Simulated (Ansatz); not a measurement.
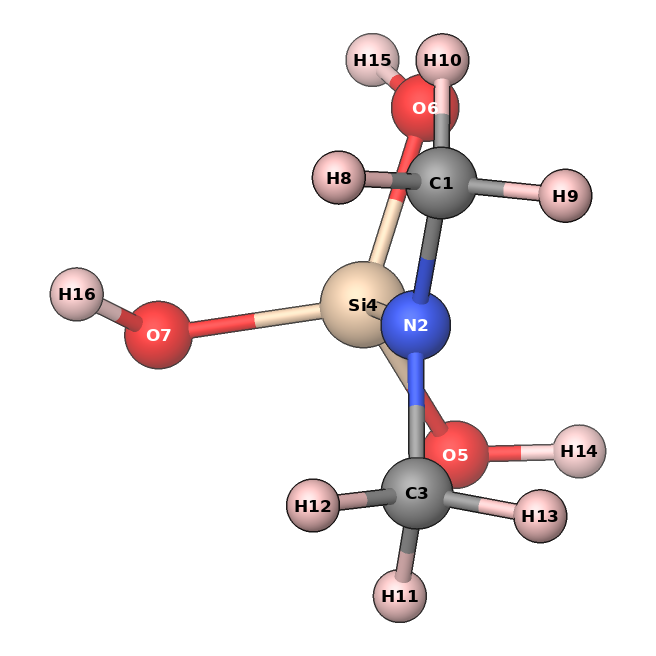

(Drawn from a calculation with Ansatz.)

Si4 lies behind N2. The molecule seen a little off the N2–Si4 bond, N2 in front. Depth is shown by fading: the farther an atom, the more it takes the colour of the background. State: charge +1, doublet. Geometry: the geometry of the neutral molecule.

What is the torsion angle C1–N2–Si4–O5? The sign is positive where the front bond must turn clockwise to cover the back bond.

Answer. 145°, anticlinal.
